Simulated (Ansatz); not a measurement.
## Ligand exchange: AuF + SiH(CH3)(OH)(SiH3) → AuOH + SiH(CH3)(SiH3)F

Gas-phase species: AuF, singlet; SiH(CH3)(OH)(SiH3), singlet; AuOH `[OH][Au]`, singlet; SiH(CH3)(SiH3)F, singlet. The partners trade F for OH: Au–F and Si–OH bonds give way to Au–OH and Si–F.

Shapes, held fixed at every level: PBE0-D4/def2-TZVP. Flexible molecules stand in one conformer, not always the lowest. Programs: Ansatz 0.2.0. The zero-point and thermal change to 298 K, harmonic and unscaled (PBE0-D4/def2-TZVP), is -0.7 kJ/mol.

| level | kind | ΔH(298 K) (kJ/mol) | less CCSD(T)/def2-TZVPP |
| --- | --- | --- | --- |
| HF/def2-TZVPP | Hartree–Fock | -25.0 | +32.0 |
| B3LYP-D4/def2-TZVPP | global hybrid | -51.1 | +5.9 |
| BHLYP-D4/def2-TZVPP | global hybrid | -42.0 | +15.0 |
| PBE0-D4/def2-TZVPP | global hybrid | -50.1 | +6.9 |
| MP2/def2-SVP | perturbation theory | -67.4 | -10.4 |
| MP2/def2-TZVPP | perturbation theory | -69.9 | -12.9 |
| CCSD/def2-TZVPP | coupled cluster or CI | -52.8 | +4.2 |
| CCSD(T)/def2-TZVPP | coupled cluster or CI | -57.0 | 0.0 |

The highest level, CCSD(T)/def2-TZVPP, gives ΔH(298 K) = -57.0 kJ/mol; the levels span -69.9 to -25.0. The column of differences is taken from that level and isn't an error. No measured value is set beside it here. For atoms past krypton def2 sets carry core potentials with scalar relativity. Outer-core shells of Au are correlated, in sets that cover them unevenly.

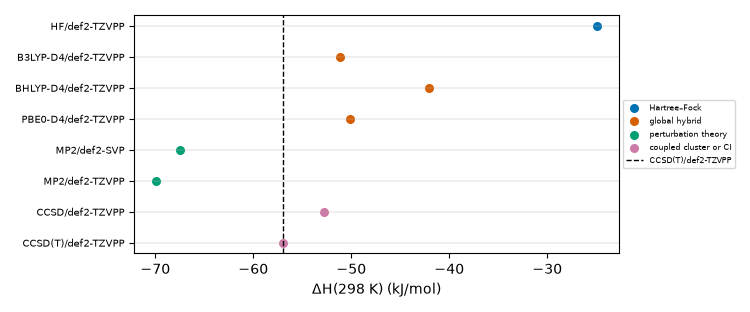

The values of the table, level by level.
